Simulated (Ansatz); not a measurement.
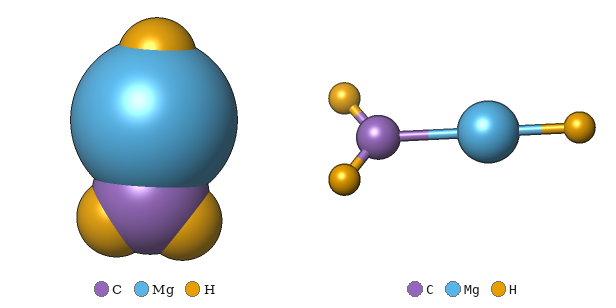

Two views of one molecule.

State: neutral, doublet.

Description:

The molecule is CH₃Mg. As SMILES it reads `[CH2][MgH]`. The point group is C2v. It is an open-shell species. All atoms lie on one plane. Coordination: 1 C trigonal planar; 1 Mg linear.

The parts below concern this one geometry. Atoms keep their numbers from picture to picture. The geometry was computed by an optimisation with PBE0-D4/def2-TZVP. No frequency run is at hand to confirm it as a minimum.

**Shape**

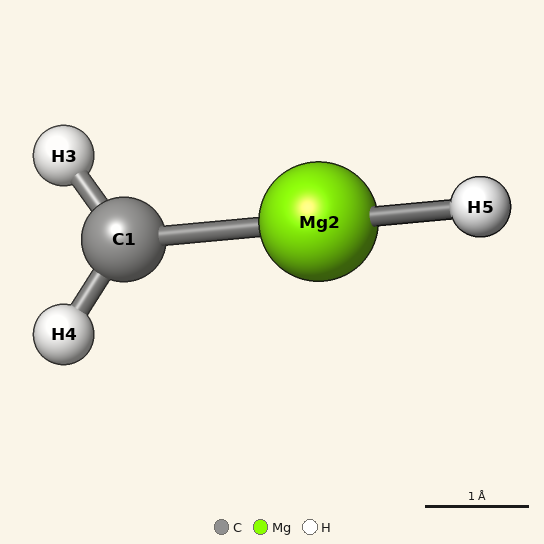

Atoms carry their numbers in the input. No frequency run is at hand to confirm it as a minimum.

Estimate the angles Mg2–C1–H3, H3–C1–H4, C1–Mg2–H5.

```tsv
angle	degrees
Mg2–C1–H3	125.5
H3–C1–H4	109.1
C1–Mg2–H5	180.0
```

**Electronic properties**

No frequency run is at hand to confirm it as a minimum. Properties computed with UHF-CCSD(T), frozen core/def2-TZVPP (Ansatz 0.2.0).

**Estimate the T1 diagnostic.**

0.008.

**What is the ⟨S²⟩ of the determinant?**

0.761.

**Dipole moment**

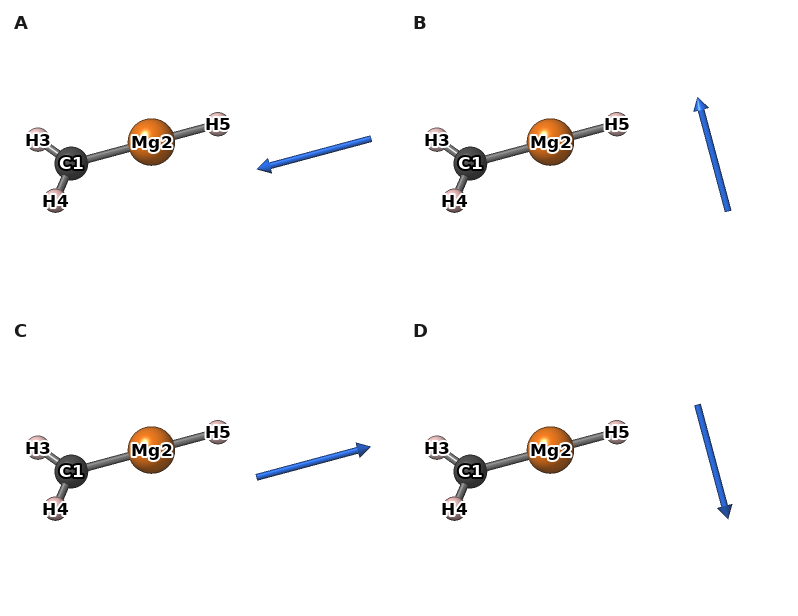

The same molecule four times, each with an arrow. No frequency run is at hand to confirm it as a minimum. Level of theory: UKS PBE0-D4/def2-TZVP (Ansatz 0.2.0).

**Which arrow points along the dipole moment, from the negative to the positive end?**

A. The dipole moment is 0.52 D; it points from the side of H5 to the side of H3, H4 (the outermost atoms at the two ends).

**Charges**

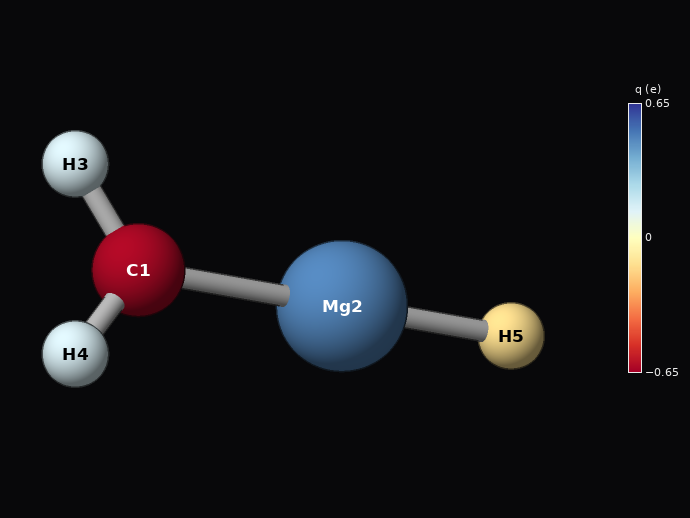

Atoms are coloured by their Mulliken charges. No frequency run is at hand to confirm it as a minimum. Level of theory: UKS PBE0-D4/def2-TZVP (Ansatz 0.2.0).

Give the Mulliken charges atom by atom.

| atom | value (e) |
| --- | --- |
| C1 | −0.62 |
| Mg2 | 0.47 |
| H3 | 0.14 |
| H4 | 0.14 |
| H5 | −0.13 |

Mulliken values depend strongly on the basis set and can even reverse the polarity of a bond.
